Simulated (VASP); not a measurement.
Shape and ions are relaxed at each volume.

Energy against volume of Be (hcp). Calculation: AM05 GGA, VASP's PBE PAW potentials (set 64) (plane waves; VASP).

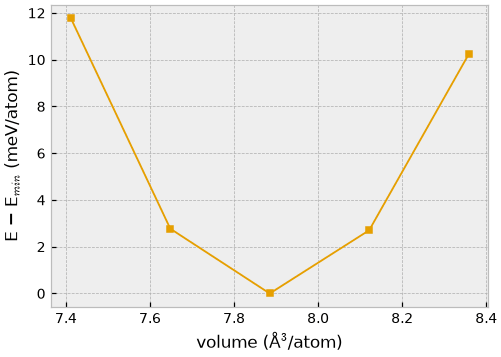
Figure. Energy against volume

**Question.** Estimate the equilibrium volume and the bulk modulus.

**Answer.** The minimum lies near 7.9 Å³/atom, and the curvature gives B0 of about 120 GPa.

The compound is Be in the hcp structure. It was relaxed first.
